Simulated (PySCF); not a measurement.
```yaml
atoms:
  - { symbol: B, position_ang: [-0.3217, 0.1196, 0.0011] }
  - { symbol: C, position_ang: [1.2256, 0.2776, -0.1234] }
  - { symbol: C, position_ang: [2.1094, -0.4588, 0.5714] }
  - { symbol: H, position_ang: [1.6411, 1.0808, -0.7471] }
  - { symbol: H, position_ang: [1.7805, -1.2543, 1.2484] }
  - { symbol: H, position_ang: [3.1899, -0.2834, 0.5174] }
  - { symbol: C, position_ang: [-1.2690, 1.3451, -0.2073] }
  - { symbol: C, position_ang: [-0.8534, 2.5838, -0.5202] }
  - { symbol: H, position_ang: [-2.3525, 1.1997, -0.0953] }
  - { symbol: H, position_ang: [0.2091, 2.8184, -0.6475] }
  - { symbol: H, position_ang: [-1.5471, 3.4204, -0.6617] }
  - { symbol: C, position_ang: [-0.9715, -1.2591, 0.3335] }
  - { symbol: C, position_ang: [-0.4507, -2.4460, -0.0223] }
  - { symbol: H, position_ang: [-1.9666, -1.2736, 0.8009] }
  - { symbol: H, position_ang: [0.5143, -2.5102, -0.5364] }
  - { symbol: H, position_ang: [-0.9716, -3.3940, 0.1547] }
```

Geometry: PBE0-D3(BJ)/def2-SVP.

The calculation used PBE0/pcSseg-1, SCF density, gas phase, non-relativistic in PySCF.

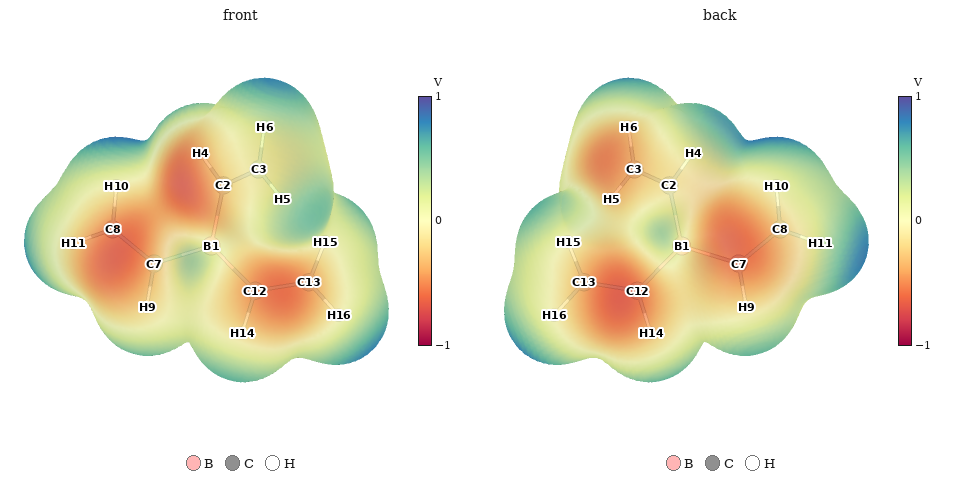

C$_{6}$H$_{9}$B (B(vinyl)3). The molecular electrostatic potential painted on the density surface at 0.002 e/bohr³, seen from the front and from behind; the colour scale runs from red (negative) to blue (positive).

Where is the surface potential most negative and most positive?

The most negative region (about −0.7 V) lies over the π face of the C atoms, the most positive (about +0.8 V) over H6, H10, H11 and H16.

What dipole moment does the calculation give?

Its dipole moment is 0.24 D.
